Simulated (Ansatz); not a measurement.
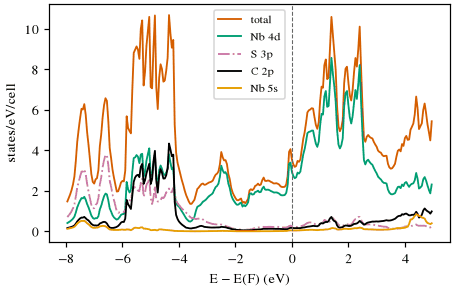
Figure. Total and projected density of states of Nb$_{2}$CS in space group P6_3/mmc (No. 194; Nb on 4f, C on 2a, S on 2d), r²SCAN in the plane-wave PAW code Ansatz

Question: Which orbitals carry the states next to the Fermi level?

Answer: Within 0.5 eV of the Fermi level: Nb 4d 83 %, S 3p 7 %. Projections are on Löwdin-orthogonalised atomic valence shells; empty p or d shells of many metals are not among them.

Question: Where is the tallest occupied peak in this window, and what makes it?

Answer: Near -4.3 eV, about 11 states/eV per cell; the largest projected share is C 2p.

The workflow started from a Materials Project entry (that database holds measured and hypothetical structures alike); the Crystallography Open Database copy checked does not list it. Its standing as an ambient phase is unchecked. The cell was relaxed with r²SCAN under the symmetry of its start; its stability against distortions is not shown here. The run is not spin-polarised. Spin–orbit coupling is left out wherever it is not named.

Potentials: the later of the program's two PAW sets.
